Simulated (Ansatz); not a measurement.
Consider NaAuF3 (cubic perovskite) (Pm-3m).

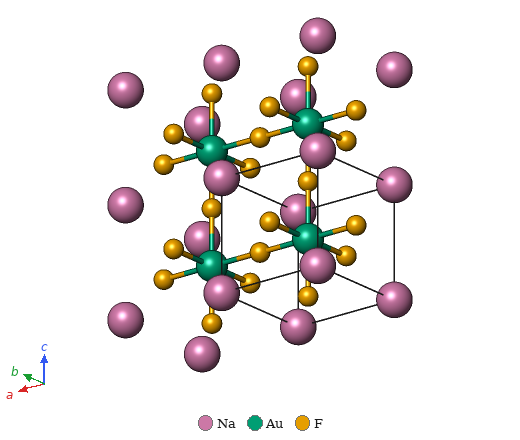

The structure (sodium pink, gold teal, fluorine orange). 2×1×2 cells are drawn. Some periodic images of atoms are drawn too.

The structure was built from a prototype and need not be the compound's stable phase.

It takes space group Pm-3m (No. 221, cubic). Conventional cell: a = 4.375 Å, b = 4.375 Å, c = 4.375 Å, α = 90.00°, β = 90.00°, γ = 90.00°. Na has 12 F at 3.09 Å nearest. Nearest to Au lie 6 F at 2.19 Å. Nearest to F lie 2 Au at 2.19 Å. Farther neighbours and most contacts between anions are not listed.

```yaml
crystal:
  lattice:
    - [0.00000, -4.37523, 0.00000]
    - [0.00000, 0.00000, 4.37523]
    - [-4.37523, 0.00000, 0.00000]
  atoms:
    - { symbol: Na, position: [0.00000, 0.00000, 0.00000] }
    - { symbol: Au, position: [0.50000, 0.50000, 0.50000] }
    - { symbol: F, position: [0.50000, 0.50000, 0.00000] }
    - { symbol: F, position: [0.50000, 0.00000, 0.50000] }
    - { symbol: F, position: [0.00000, 0.50000, 0.50000] }
```

The structure was relaxed with PBEsol. The structure type comes from a generator and need not be one that this composition takes. The structure was generated from a model, not taken from a measurement. The runs that relaxed it are not among those shown. The program's search for lower electronic states was switched off, so nothing shows that the state found is the lowest. Spin-orbit coupling is left out unless a run names it. PAW set soft_2, made with PBE.

A constrained-RPA run (Ansatz 0.2.0; non-magnetic PBEsol; Au d + anion p, bands v14 to v1, 4×4×4 mesh, medium accuracy) builds 14 functions on bands 8.7 eV wide, with 27.0 electrons in the window. The bare on-site interaction is 17.0 eV and the bare J 0.68 eV.

Question: What U and J survive the screening?

On the Au d shell, U = 6.83 eV (40 % of the bare value), U′ = 5.82 eV, J = 0.51 eV.

The parent state is non-magnetic and the interaction static (zero frequency); U depends on the window and the orbitals, so it belongs to this model alone. Spin-orbit coupling, which is strong for atoms this heavy, is left out. A window that holds the anion p bands defines a model with explicit ligands; its U belongs to that model and is not the U of DFT+U.

[Paths, hosts, dates, memory and timing lines, banners, echoed tables and standing remarks are left out of the program output.]

[Logs are printed without paths, hosts, clocks, repeated set-up lines and the standing remarks that a program may print on its own settings, such as how far it seeks lower states.]

[Runs of the session that timed out or met a known fault of the program may be left out.]

[Hosts, paths, dates, database ids (printed as entryN), source tags and the programs' standing remarks are cut or masked in the printed files.]
